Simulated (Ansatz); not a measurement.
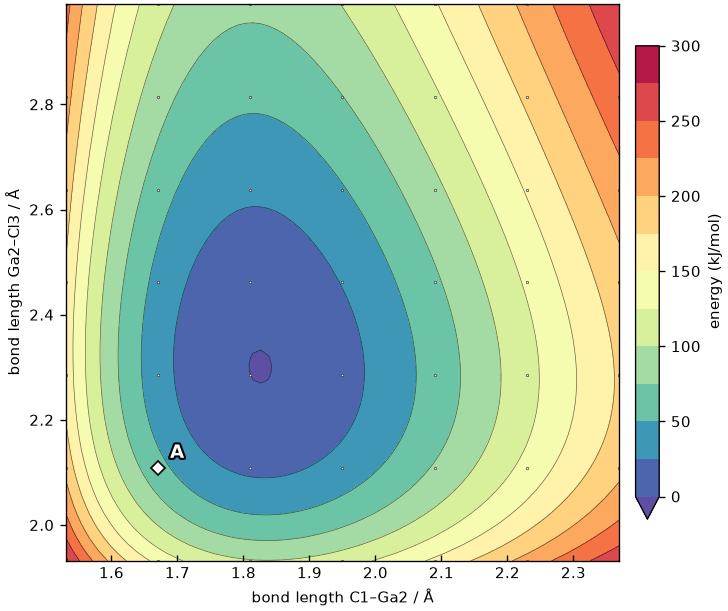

CH₃ClGa, SMILES [CH2-][GaH][Cl], charge −1. First axis: bond length C1–Ga2. Second axis: bond length Ga2–Cl3. Nothing is relaxed (all other coordinates rigid). The grid has 7 × 7 points. Energies are in kJ/mol, from the lowest grid point. All numbers below come from RKS PBE0-D4/def2-SVPD (Ansatz 0.2.0).

Drawn: filled contours, dots at the grid points, the point A. Between grid points the surface is interpolated.

### Which way does the force act at A, and how strong is it?

A, at bond length C1–Ga2 = 1.67 Å, bond length Ga2–Cl3 = 2.109 Å, is not a stationary point. The computed force is 550 kJ/mol for each Å towards larger values of bond length C1–Ga2 and 260 kJ/mol for each Å towards larger values of bond length Ga2–Cl3.
